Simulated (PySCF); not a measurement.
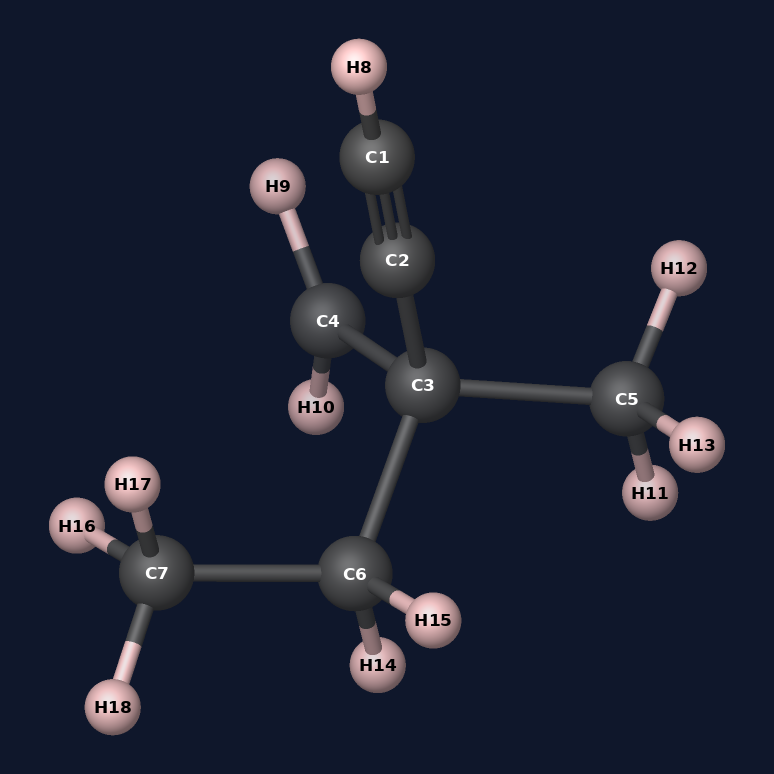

Charge 0, doublet. The geometry was computed by an optimisation with GFN2-xTB. No frequency run is at hand to confirm it as a minimum. Method: UKS B3LYP, pcH-1 on C H, non-relativistic (PySCF 2.14.0). Fermi-contact and spin-dipolar terms alone, no spin-orbit part.

Which nucleus has the largest dipolar (anisotropic) hyperfine coupling?

Answer. 13C at C4: principal values −82.4, −81.9, 164.3 MHz.

List the isotropic and dipolar parts for the most strongly coupled nuclei, one of each equivalent set.

```tsv
atom	isotope	a_iso (MHz)	dipolar part (MHz)
C4	13C	92.1	−82.4, −81.9, 164.3
H10	1H	−63.1	−39.6, −0.4, 40.1
H9	1H	−66.2	−40.0, 0.0, 40.0
C5	13C	72.4	−5.2, −5.1, 10.4
H16	1H	1.8	−6.1, −3.3, 9.4
H12	1H	−2.4	−5.9, −2.2, 8.1
H11	1H	−2.2	−5.1, −2.6, 7.7
C6	13C	32.0	−3.5, −3.1, 6.6
```
